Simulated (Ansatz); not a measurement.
# SiH2F2 (SiF2H2): BCCD(T)/STO-3G

Aim: the vertical singlet–triplet gap of SiH2F2 (SiF2H2) at BCCD(T)/STO-3G, from 2 runs. 

Program for the calculation: Ansatz 0.2.0.

54 further runs of the same task are left out: 4 that didn't finish, 50 set aside as unsound or not needed.

### Step 1. The molecule

SiH2F2: 5 atoms, total charge 0, spin state singlet. SMILES: `[H][Si]([H])(F)F`. Geometry: relaxed at GFN2-xTB.

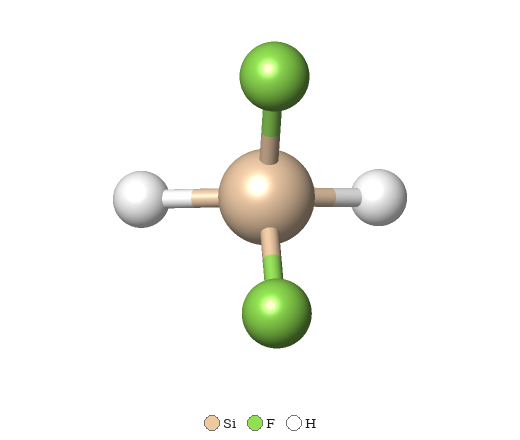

The structure, seen from a chosen angle (silicon light orange, fluorine green, hydrogen white).

### Step 2. A single-point energy at BCCD(T)/STO-3G

The input, run.yaml:

```yaml
basis:
  gaussian:
    orbitals: STO-3G
crystal:
  periodic: [false, false, false]
  atoms:
    - {symbol: Si, position_ang: [-0.091360, 0.000560, -0.064290]}
    - {symbol: F, position_ang: [0.009240, -0.018840, 1.526500]}
    - {symbol: F, position_ang: [1.436020, 0.010630, -0.519740]}
    - {symbol: H, position_ang: [-0.680140, 1.257800, -0.455540]}
    - {symbol: H, position_ang: [-0.673740, -1.250150, -0.486920]}
correlation:
  method: bccd_t
  frozen_orbitals: {F: 1, H: 0, Si: 5}
accuracy: high
scf:
  omitted_lower_state_checks: [cluster_reference, increment]
```

Launch:

```bash
$ ansatz run run.yaml --threads 1 --pin off --max-ram 2610MiB --events-out events.jsonl --progress --plain --runs-dir runs
```

Log, shortened:

```text
Warning: RAYON_NUM_THREADS=1 ignored (pool sized by the plan → 1); use --threads N
Functional definition: HF
  name "HF"
[...]
387 factors; integrals over basis functions are off by at most 2.0e-8 eV
[...]
mean field -13139.51254275 eV, -482.8681796647 hartree, gradient 2.6e-8 eV, S^2 0.000000; 0 other end points of the search recorded, 0 dependent functions left out
7 core orbitals not correlated: weight in the atoms' cores, before any rotation towards them, 1.000 or more for the frozen orbitals, at most 0.000 for the correlated occupied ones
reference -13139.51254275 eV, -482.8681796647 hartree; 10, 10 occupied and 4, 4 virtual orbitals, 387 factors
second order -1.75655646 eV of doubles, -0.00000000 eV of singles
cycle   1  -2.07016552 eV  change   -3.1e-1 eV  update   6.4e-2
[...]
cycle  18  -2.27093811 eV  change  -4.4e-11 eV  update  8.5e-10
perturbative correction -0.10857388 eV, -0.0039900164 hartree
Total energy: -13141.89205473 eV, -482.9556251171 hartree
Checks for a lower state left out: cluster_reference, increment
```

Wall time 0.22 s (1 thread of Arm Neoverse V1, shared host).

### Step 3. The triplet, same level

The input, input.yaml:

```yaml
crystal:
  periodic: [false, false, false]
  atoms:
    - symbol: Si
      position_ang: [-0.091360, 0.000560, -0.064290]
    - symbol: F
      position_ang: [0.009240, -0.018840, 1.526500]
    - symbol: F
      position_ang: [1.436020, 0.010630, -0.519740]
    - symbol: H
      position_ang: [-0.680140, 1.257800, -0.455540]
    - symbol: H
      position_ang: [-0.673740, -1.250150, -0.486920]
basis:
  gaussian:
    orbitals: STO-3G
magnetization:
  spin_polarized: true
  initial_magnetization: 2
correlation:
  method: bccd_t
  frozen_orbitals: {F: 1, H: 0, Si: 5}
accuracy: high
scf:
  omitted_lower_state_checks: [cluster_reference, increment]
```

Launch:

```bash
$ ansatz run input.yaml --threads 1 --pin off --max-ram 2610MiB --events-out events.jsonl --progress --plain --runs-dir runs
```

Log:

```text
Warning: RAYON_NUM_THREADS=1 ignored (pool sized by the plan → 1); use --threads N
[... 17 lines left out ...]
7 core orbitals not correlated: weight in the atoms' cores, before any rotation towards them, 1.000 or more for the frozen orbitals, at most 0.000 for the correlated occupied ones
[... 51 lines left out ...]
Total energy: -13130.93561371 eV, -482.5529833361 hartree
Checks for a lower state left out: cluster_reference, increment
```

It took 1.2 s on 1 thread of Arm Neoverse V1, shared host.

### Step 4. Outcome

At BCCD(T)/STO-3G, 7 core orbitals frozen:

| quantity | value |
| --- | --- |
| singlet: total energy | -482.95563 Eh |
| singlet: correlation energy (7 core orbitals frozen) | -87.4 mEh |
| singlet: (T) correction | -3.99 mEh |
| triplet: total energy | -482.55298 Eh |
| triplet: correlation energy (7 core orbitals frozen) | -69.1 mEh |
| triplet: (T) correction | -2.64 mEh |
| triplet: ⟨S²⟩ of the reference determinant | 2.002 |
| vertical energy of the triplet above the singlet | 10.956 eV |

What this shows: At this shape the triplet lies 10.96 eV (1057 kJ/mol) above the singlet. In a minimal basis such a difference can be off by several eV, whatever the method. The triples (singlet) make up 4.6 % of the correlation energy. The triples (triplet) make up 3.8 % of the correlation energy.
